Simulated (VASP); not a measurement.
Band structure of Sb (space group Pm-3m). Level of theory: SCAN meta-GGA, VASP's PBE PAW potentials (set 64) (plane waves; VASP).

Unless said otherwise, spin-orbit coupling is left out, though it shifts the bands of the heavy elements here.

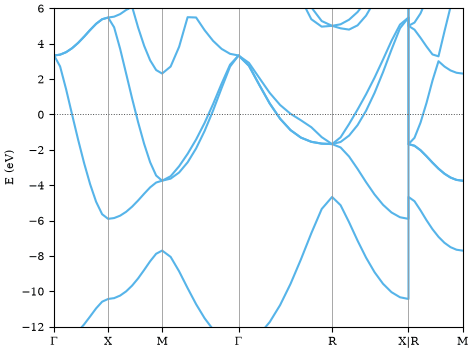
*Bands along high-symmetry lines, zero at the valence-band maximum or, without a gap, the Fermi level*

Task: Read the plot: is there a gap, and where are the band edges?

Result: It has no gap at this level: it comes out as a metal or semimetal.

The structure comes from a measured Sb entry (Pm-3m) of the Crystallography Open Database, whose conditions weren't checked. It was relaxed first, which changed the volume by -7 %.
